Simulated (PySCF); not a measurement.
# Si(vinyl)3(NHEt): geometry, NMR shifts, electronic excitations and core binding energies, part 2 of 2

PySCF 2.14.0. Atoms count from 0. The steps go on from the part before.

### 5 NMR shieldings: B3LYP/pcSseg-1

The job: settings as JSON, then the geometry in Å.

```
{"job": {"kind": "nmr", "xc": "B3LYP", "basis": "pcSseg-1", "pop": false}, "charge": 0, "multiplicity": 1}
Si     0.063213     0.595597    -0.107210
C     -0.069328     0.637417     1.765938
C     -0.803270     1.520114     2.454702
H      0.453389    -0.142320     2.339253
H     -1.361807     2.321121     1.956519
H     -0.890697     1.486102     3.547059
C      1.873118     0.466037    -0.571192
C      2.884886     0.575984     0.297657
H      2.115265     0.323146    -1.633568
H      2.711417     0.731450     1.368919
H      3.934315     0.525018    -0.015109
C     -0.713005     2.149584    -0.807074
C     -1.468054     2.152966    -1.911758
H     -0.519165     3.109886    -0.310685
H     -1.677826     1.223369    -2.453578
H     -1.899792     3.070902    -2.326987
N     -0.746393    -0.750229    -0.855839
C     -0.214223    -2.092787    -0.948216
C     -0.514928    -2.980721     0.251649
H     -1.761780    -0.730219    -0.819539
H     -0.592795    -2.579185    -1.866390
H      0.878166    -2.019075    -1.080645
H     -0.077801    -2.562715     1.172078
H     -0.111437    -3.996209     0.111042
H     -1.601426    -3.071483     0.413562
```

Method: GIAO B3LYP/pcSseg-1 NMR shielding, non-relativistic, gas phase.

The log of the run:

```text
coarse grid: 20680 points
cycle   1  E = -657.8791093196  dE =  7.720e-01  |g| = 6.756e-01  |ddm| = 4.445e+00
cycle   2  E = -657.8196208033  dE =  5.949e-02  |g| = 8.396e-01  |ddm| = 1.391e+00
cycle   3  E = -657.9922592180  dE = -1.726e-01  |g| = 1.338e-01  |ddm| = 8.998e-01
cycle   4  E = -657.9963503598  dE = -4.091e-03  |g| = 3.967e-02  |ddm| = 1.449e-01
cycle   5  E = -657.9966881567  dE = -3.378e-04  |g| = 1.639e-02  |ddm| = 3.731e-02
cycle   6  E = -657.9967501654  dE = -6.201e-05  |g| = 4.103e-03  |ddm| = 1.606e-02
cycle   7  E = -657.9967541186  dE = -3.953e-06  |g| = 6.351e-04  |ddm| = 3.882e-03
final grid: 193168 points
cycle   8  E = -658.0740235785  dE = -4.413e-05  |g| = 7.926e-03  |ddm| = 3.276e-02
cycle   9  E = -658.0740169285  dE =  6.650e-06  |g| = 9.511e-03  |ddm| = 1.554e-02
cycle  10  E = -658.0740395810  dE = -2.265e-05  |g| = 1.051e-03  |ddm| = 8.884e-03
cycle  11  E = -658.0740398127  dE = -2.318e-07  |g| = 2.710e-04  |ddm| = 1.068e-03
cycle  12  E = -658.0740398275  dE = -1.477e-08  |g| = 9.628e-05  |ddm| = 2.908e-04
cycle  13  E = -658.0740398295  dE = -2.035e-09  |g| = 4.346e-05  |ddm| = 1.247e-04
cycle  14  E = -658.0740398300  dE = -4.561e-10  |g| = 9.761e-06  |ddm| = 3.775e-05
converged SCF energy = -658.0740398300

GIAO shielding tensors (ppm)
atom      isotropic    diamagn.    paramagn.     s11        s22        s33       span
  0 Si     364.403     886.357    -521.953    348.190    363.397    381.623     33.433
  1 C       30.554     266.400    -235.846    -93.985     20.987    164.659    258.643
  2 C       37.654     254.286    -216.632    -88.339     43.371    157.931    246.269
  3 H       24.951      35.224     -10.273     21.006     25.813     28.035      7.029
  4 H       25.493      33.053      -7.560     22.260     24.135     30.085      7.825
  5 H       25.215      29.232      -4.017     22.181     24.426     29.038      6.857
  6 C       32.703     264.016    -231.313    -86.733     22.215    162.627    249.360
  7 C       34.580     254.128    -219.547    -95.605     40.703    158.643    254.248
  8 H       25.179      32.943      -7.763     22.094     25.418     28.027      5.933
  9 H       25.310      32.924      -7.614     21.778     24.271     29.880      8.103
 10 H       25.095      28.375      -3.280     21.879     24.482     28.925      7.046
 11 C       35.788     264.379    -228.591    -86.884     26.456    167.792    254.676
 12 C       35.199     254.138    -218.939    -95.117     39.676    161.037    256.153
 13 H       25.119      32.245      -7.126     22.532     24.955     27.869      5.337
 14 H       25.026      33.721      -8.695     21.547     23.518     30.013      8.466
 15 H       25.092      27.827      -2.735     22.088     24.460     28.730      6.642
 16 N      210.667     328.800    -118.134    185.549    210.542    235.908     50.359
 17 C      137.483     242.252    -104.768    112.403    137.616    162.432     50.029
 18 C      153.900     247.448     -93.549    135.183    148.371    178.146     42.963
 19 H       31.545      37.578      -6.033     23.844     31.391     39.400     15.557
 20 H       28.412      29.169      -0.757     22.152     28.134     34.950     12.798
 21 H       28.672      32.364      -3.692     23.913     29.870     32.233      8.321
 22 H       30.337      32.528      -2.191     26.406     30.399     34.206      7.800
 23 H       30.330      27.758       2.572     26.452     27.118     37.420     10.968
 24 H       30.410      30.138       0.273     27.531     28.449     35.249      7.718
```

Wall time 67 s (1 thread of Arm Neoverse V1, shared host); peak memory 1.3 GiB.

This run: δ C1 146.2, C2 143.4, C17 41.8, C18 25.3, H3 6.30, H4 6.18 ppm (means over like atoms).

### 6 X-ray photoelectron lines: SCAN, X2C

Same as in step 5 but for these lines:

```diff
@@ -1,2 +1,2 @@
-{"job": {"kind": "nmr", "xc": "B3LYP", "basis": "pcSseg-1", "pop": false}, "charge": 0, "multiplicity": 1}
+{"job": {"kind": "xps", "metal_2p": true}, "charge": 0, "multiplicity": 1}
 Si     0.063213     0.595597    -0.107210
```

Method: delta-SCF UKS SCAN, pcX-2 on the ionised atom (unc-x2c-TZVPall on a metal), pcseg-1 elsewhere, spin-free X2C.

The log of the run:

```text
ground state, core basis on atom 0 (Si), 261 functions
  cycle   1  E = -658.46608001  |g| = 7.46e-01
  cycle   2  E = -658.34381931  |g| = 9.93e-01
  cycle   3  E = -658.60637200  |g| = 1.97e-01
  cycle   4  E = -658.61670492  |g| = 5.69e-02
  cycle   5  E = -658.61738459  |g| = 2.83e-02
  cycle   6  E = -658.61757946  |g| = 7.86e-03
  cycle   7  E = -658.61759361  |g| = 1.85e-03
  cycle   8  E = -658.61759697  |g| = 1.25e-03
  cycle   9  E = -658.61759545  |g| = 3.89e-04
  E(ground) = -658.63105836 Eh
hole in Si 1s of atom 0
  cycle   1  E = -589.70264319  |g| = 4.35e+00
  cycle   2  E = -589.21072498  |g| = 2.43e+00
  cycle   3  E = -589.53789563  |g| = 1.39e+00
  cycle   4  E = -590.54587002  |g| = 6.29e-01
  cycle   5  E = -590.74310480  |g| = 2.39e-01
  cycle   6  E = -590.77394728  |g| = 3.77e-02
  cycle   7  E = -590.77444947  |g| = 2.01e-02
  cycle   8  E = -590.77462621  |g| = 9.41e-03
  cycle   9  E = -590.77466160  |g| = 4.82e-03
  cycle  10  E = -590.77467555  |g| = 1.17e-03
  cycle  11  E = -590.77467509  |g| = 4.58e-04
  E(ion) = -590.79613469 Eh   <S^2> = 0.7521   hole on atom = 1.000   binding energy = 1845.882 eV
hole in Si 2p of atom 0
  cycle   1  E = -654.36379090  |g| = 1.25e+00
  cycle   2  E = -653.76994409  |g| = 1.47e+00
  cycle   3  E = -654.48106617  |g| = 6.10e-01
  cycle   4  E = -654.67472675  |g| = 2.32e-01
  cycle   5  E = -654.70158367  |g| = 7.02e-02
  cycle   6  E = -654.70417797  |g| = 1.72e-02
  cycle   7  E = -654.70433330  |g| = 5.96e-03
  cycle   8  E = -654.70434527  |g| = 3.44e-03
  cycle   9  E = -654.70435242  |g| = 1.03e-03
  cycle  10  E = -654.70435367  |g| = 3.62e-04
  E(ion) = -654.72902459 Eh   <S^2> = 0.7516   hole on atom = 1.003   binding energy = 106.180 eV
  2p3/2 = 105.959 eV   2p1/2 = 106.583 eV
ground state, core basis on atom 1 (C), 250 functions
  cycle   1  E = -658.51718569  |g| = 6.21e-02
  cycle   2  E = -658.51703960  |g| = 3.67e-02
  cycle   3  E = -658.51702617  |g| = 3.65e-02
  cycle   4  E = -658.51736128  |g| = 9.39e-03
  cycle   5  E = -658.51738672  |g| = 9.66e-04
  cycle   6  E = -658.51738725  |g| = 5.81e-04
  cycle   7  E = -658.51738604  |g| = 1.32e-04
  E(ground) = -658.57263958 Eh
hole in C 1s of atom 1
  cycle   1  E = -647.28421889  |g| = 1.51e+00
  cycle   2  E = -645.07401821  |g| = 2.26e+00
  cycle   3  E = -647.46258273  |g| = 8.36e-01
  cycle   4  E = -647.77732513  |g| = 4.50e-01
  cycle   5  E = -647.85739855  |g| = 1.82e-01
  cycle   6  E = -647.87279379  |g| = 6.92e-02
  cycle   7  E = -647.87528178  |g| = 2.42e-02
  cycle   8  E = -647.87562594  |g| = 1.26e-02
  cycle   9  E = -647.87577549  |g| = 5.63e-03
  cycle  10  E = -647.87583674  |g| = 4.98e-03
  cycle  11  E = -647.87588096  |g| = 3.76e-03
  cycle  12  E = -647.87592110  |g| = 2.31e-03
  cycle  13  E = -647.87593824  |g| = 1.38e-03
  cycle  14  E = -647.87594235  |g| = 5.81e-04
  cycle  15  E = -647.87594315  |g| = 3.49e-04
  E(ion) = -647.93038391 Eh   <S^2> = 0.8290   hole on atom = 1.000   binding energy = 289.591 eV
ground state, core basis on atom 2 (C), 250 functions
  cycle   1  E = -658.51660912  |g| = 6.13e-02
  cycle   2  E = -658.51573177  |g| = 6.37e-02
  cycle   3  E = -658.51639738  |g| = 3.93e-02
  cycle   4  E = -658.51682682  |g| = 3.55e-03
  cycle   5  E = -658.51683368  |g| = 1.17e-03
  cycle   6  E = -658.51683273  |g| = 3.92e-04
  E(ground) = -658.57215040 Eh
hole in C 1s of atom 2
  cycle   1  E = -647.26866713  |g| = 1.50e+00
  cycle   2  E = -645.24053346  |g| = 2.21e+00
  cycle   3  E = -647.40797445  |g| = 8.98e-01
  cycle   4  E = -647.77564747  |g| = 4.19e-01
  cycle   5  E = -647.84579321  |g| = 1.70e-01
  cycle   6  E = -647.85777851  |g| = 7.09e-02
  cycle   7  E = -647.86048265  |g| = 2.20e-02
  cycle   8  E = -647.86073869  |g| = 1.04e-02
  cycle   9  E = -647.86082162  |g| = 3.07e-03
  cycle  10  E = -647.86083032  |g| = 2.86e-03
  cycle  11  E = -647.86083767  |g| = 1.77e-03
  cycle  12  E = -647.86084178  |g| = 8.76e-04
  cycle  13  E = -647.86084317  |g| = 4.46e-04
  E(ion) = -647.91529694 Eh   <S^2> = 0.8004   hole on atom = 1.000   binding energy = 289.988 eV
ground state, core basis on atom 16 (N), 250 functions
  cycle   1  E = -658.52987094  |g| = 7.41e-02
  cycle   2  E = -658.52964217  |g| = 3.63e-02
  cycle   3  E = -658.52934187  |g| = 4.88e-02
  cycle   4  E = -658.52997498  |g| = 6.19e-03
  cycle   5  E = -658.52998506  |g| = 1.33e-03
  cycle   6  E = -658.52998626  |g| = 3.59e-04
  E(ground) = -658.58314903 Eh
hole in N 1s of atom 16
  cycle   1  E = -642.97065733  |g| = 1.87e+00
  cycle   2  E = -641.92805659  |g| = 2.27e+00
  cycle   3  E = -643.58286981  |g| = 4.86e-01
  cycle   4  E = -643.62050599  |g| = 3.43e-01
  cycle   5  E = -643.68279551  |g| = 1.28e-01
  cycle   6  E = -643.69146327  |g| = 3.65e-02
  cycle   7  E = -643.69210881  |g| = 1.11e-02
  cycle   8  E = -643.69214482  |g| = 7.92e-03
  cycle   9  E = -643.69218142  |g| = 1.80e-03
  cycle  10  E = -643.69218221  |g| = 7.69e-04
  cycle  11  E = -643.69218397  |g| = 4.30e-04
  E(ion) = -643.74418315 Eh   <S^2> = 0.7654   hole on atom = 1.000   binding energy = 403.789 eV
ground state, core basis on atom 17 (C), 250 functions
  cycle   1  E = -658.51699776  |g| = 5.63e-02
  cycle   2  E = -658.51700367  |g| = 9.47e-03
  cycle   3  E = -658.51699067  |g| = 1.18e-02
  cycle   4  E = -658.51702394  |g| = 2.71e-03
  cycle   5  E = -658.51702842  |g| = 6.62e-04
  cycle   6  E = -658.51702708  |g| = 7.42e-05
  E(ground) = -658.57190586 Eh
hole in C 1s of atom 17
  cycle   1  E = -647.24871689  |g| = 1.51e+00
  cycle   2  E = -644.89746173  |g| = 2.53e+00
  cycle   3  E = -647.60642860  |g| = 6.20e-01
  cycle   4  E = -647.73825568  |g| = 4.11e-01
  cycle   5  E = -647.80790234  |g| = 1.31e-01
  cycle   6  E = -647.81402867  |g| = 6.35e-02
  cycle   7  E = -647.81618608  |g| = 1.92e-02
  cycle   8  E = -647.81636453  |g| = 9.06e-03
  cycle   9  E = -647.81641336  |g| = 3.79e-03
  cycle  10  E = -647.81642039  |g| = 3.05e-03
  cycle  11  E = -647.81642643  |g| = 1.21e-03
  cycle  12  E = -647.81642822  |g| = 4.46e-04
  E(ion) = -647.87005647 Eh   <S^2> = 0.7715   hole on atom = 1.000   binding energy = 291.212 eV
ground state, core basis on atom 18 (C), 250 functions
  cycle   1  E = -658.51564641  |g| = 5.85e-02
  cycle   2  E = -658.51559198  |g| = 2.50e-02
  cycle   3  E = -658.51563178  |g| = 2.12e-02
  cycle   4  E = -658.51573446  |g| = 4.17e-03
  cycle   5  E = -658.51574027  |g| = 4.39e-04
  E(ground) = -658.57076775 Eh
hole in C 1s of atom 18
  cycle   1  E = -647.28459268  |g| = 1.50e+00
  cycle   2  E = -645.73110371  |g| = 2.11e+00
  cycle   3  E = -647.71349145  |g| = 4.92e-01
  cycle   4  E = -647.80331055  |g| = 2.85e-01
  cycle   5  E = -647.83964543  |g| = 1.19e-01
  cycle   6  E = -647.84519582  |g| = 5.64e-02
  cycle   7  E = -647.84685137  |g| = 1.63e-02
  cycle   8  E = -647.84696790  |g| = 9.12e-03
  cycle   9  E = -647.84701465  |g| = 3.15e-03
  cycle  10  E = -647.84702044  |g| = 2.30e-03
  cycle  11  E = -647.84702342  |g| = 1.03e-03
  cycle  12  E = -647.84702228  |g| = 3.74e-04
  E(ion) = -647.90101936 Eh   <S^2> = 0.7683   hole on atom = 1.000   binding energy = 290.339 eV
```

It took 3.3 min on 1 thread of Arm Neoverse V1, shared host; peak memory 1.1 GiB.

Binding energies by hole, beside the orbital energy of the ground state; the difference holds orbital relaxation and, for a density functional, its self-interaction error:

```csv
hole,stands for,environment,ΔSCF (eV; 2p as the shell's mean),−ε (eV),⟨S²⟩
Si1s on Si0,Si0,"silicon bonded to 3 C, N",1845.88,1793.1,0.752
Si2p on Si0,Si0,"silicon bonded to 3 C, N",106.17,95.8,0.752
C1s on C1,"C1, C6, C11","carbon bonded to C, Si, H",289.59,273.3,0.829
C1s on C2,"C2, C7, C12","carbon bonded to C, 2 H",289.99,273.7,0.800
N1s on N16,N16,"nitrogen bonded to C, Si, H",403.79,385.2,0.765
C1s on C17,C17,"carbon bonded to C, N, 2 H",291.21,274.3,0.772
C1s on C18,C18,"carbon bonded to C, 3 H",290.34,273.3,0.768
```

Each hole run stands for the others of its class of like atoms.

With the spin-orbit splitting: Si0 2p3/2 105.96, 2p1/2 106.58 eV. The table gives each 2p level as the mean over the whole 2p shell (two parts 2p3/2, one part 2p1/2), which differs a little from the single hole in the log.

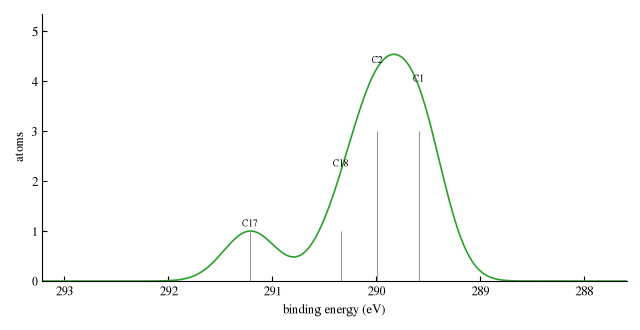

The C1s photoelectron lines, weighted by the number of atoms. Lines are broadened to a width of 0.60 eV (Gaussian).

### 7 Run by run: NMR shifts

Shifts (ppm) of some atoms, chosen among heavy atoms and hydrogens apart, means over like atoms, with basis size and wall time:

```csv
run,C1,C2,C17,H3,H4,Si0,N16,functions,time
PBE0/pcSseg-1,145.3,144.8,40.3,6.42,6.33,-24.0,48.1,252,89 s
B3LYP/pcSseg-1,146.2,143.4,41.8,6.30,6.18,-26.5,52.9,252,67 s
```

### 8 Outcome

What follows sums up all 2 parts.

```
                                                               quantity                                            value
                                                            point group                                               C1
                                   rotational constants (main isotopes)                             1.08, 0.84, 0.77 GHz
13C shifts against TMS (PBE0/pcSseg-1, means over atoms taken as alike)                     145.3, 144.8, 40.3, 24.5 ppm
 1H shifts against TMS (PBE0/pcSseg-1, means over atoms taken as alike)                6.42, 6.33, 2.82, 1.01, -0.14 ppm
                                29Si shifts against TMS (PBE0/pcSseg-1)                                        -24.0 ppm
                                 15N shifts against NH3 (PBE0/pcSseg-1)                                         48.1 ppm
                                  surface potential, least and greatest                               -0.81 V and 1.07 V
                                       lowest singlet (B3LYP/def2-SVPD)                      4.62 eV (268 nm), f = 0.013
                               brightest single state of those computed                      state 4, 5.83 eV, f = 0.076
                                                         lowest triplet                                          4.17 eV
                                       C1s binding energies, SCAN/pcX-2  C17 291.21, C18 290.34, C2 289.99, C1 289.59 eV
                                      Si1s binding energies, SCAN/pcX-2                                   Si0 1845.88 eV
                                      Si2p binding energies, SCAN/pcX-2                                    Si0 106.17 eV
                                       N1s binding energies, SCAN/pcX-2                                    N16 403.79 eV
                                              range of the shift of N16                                 48.1 to 52.9 ppm
```

In words: The start was shaken at random, so part of the energy gained undoes that. Relaxing lowered the energy by 1.415 eV in 11 steps; the close pair that moved most is Si0–C11, from 1.970 to 1.873 Å. No frequency check was run at this level, so the end point may be a saddle. By nearest atom (PBE0/pcSseg-1), the HOMO sits on N16 56 %; H19 8 % and the LUMO on C6, C7, C12 about 14 % each; C11 12 %. The lowest singlet, at 4.62 eV, is HOMO→LUMO 0.99 and is weak; of the 10 states computed, the strongest absorption comes from state 4 at 5.83 eV. The lowest triplet lies 0.44 eV below the lowest singlet (triplets in Tamm-Dancoff, singlets in full TDDFT). The C1s levels kept as sound span 1.62 eV, from C1 (carbon bonded to C, Si, H) up to C17 (carbon bonded to C, N, 2 H). In ppm, N16 moves most: its shift spreads over 4.8 ppm, from 48.1 (PBE0/pcSseg-1) to 52.9 (B3LYP/pcSseg-1).
